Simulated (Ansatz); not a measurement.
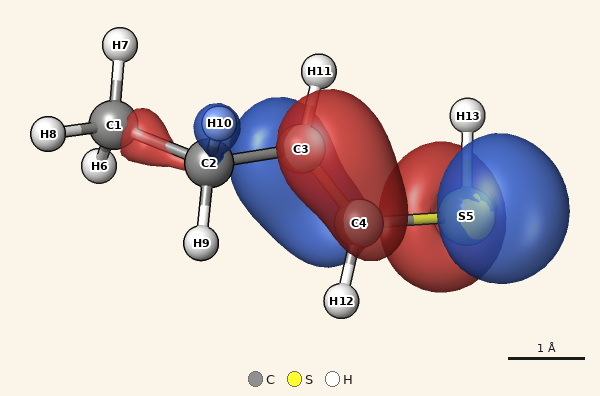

The picture shows: C4H8S. The HOMO at ±0.15 Å⁻³ᐟ² (blue and red are the two phases), seen at a tilt.

Geometry: PBE0-D4/def2-TZVP.

Computed with RKS PBE0-D4/def2-TZVPP (Ansatz 0.2.0).

Input

```
crystal:
  periodic: [false, false, false]
  atoms:
    - {symbol: C, position_ang: [-1.624290, -0.862136, -0.437786]}
    - {symbol: C, position_ang: [-0.212071, -0.985272, 0.123568]}
    - {symbol: C, position_ang: [0.405985, 0.341576, 0.417996]}
    - {symbol: C, position_ang: [1.515147, 0.790608, -0.158799]}
    - {symbol: S, position_ang: [2.323969, 2.319932, 0.089433]}
    - {symbol: H, position_ang: [-1.620776, -0.317823, -1.384800]}
    - {symbol: H, position_ang: [-2.275707, -0.320473, 0.253236]}
    - {symbol: H, position_ang: [-2.066856, -1.845930, -0.610575]}
    - {symbol: H, position_ang: [0.422733, -1.536071, -0.577157]}
    - {symbol: H, position_ang: [-0.246009, -1.580748, 1.044417]}
    - {symbol: H, position_ang: [-0.112100, 0.968514, 1.142531]}
    - {symbol: H, position_ang: [2.041052, 0.178909, -0.887379]}
    - {symbol: H, position_ang: [1.469320, 2.814015, 1.000116]}
basis:
  gaussian: {orbitals: def2-TZVPP}
hamiltonian: {xc: pbe0, dispersion: d4}
output: {orbitals: {seedname: orbitals}}
```

Launched as:

```sh
ansatz run in.yaml --threads 4 --pin off --events-out ev --progress --plain --max-ram 10444MiB
```

Q: What is the character of this orbital?

A: Its weight (Hirshfeld) is mainly on S5 (about 45 %), C3 (about 25 %) and C4 (about 15 %). Its energy is −6.22 eV.
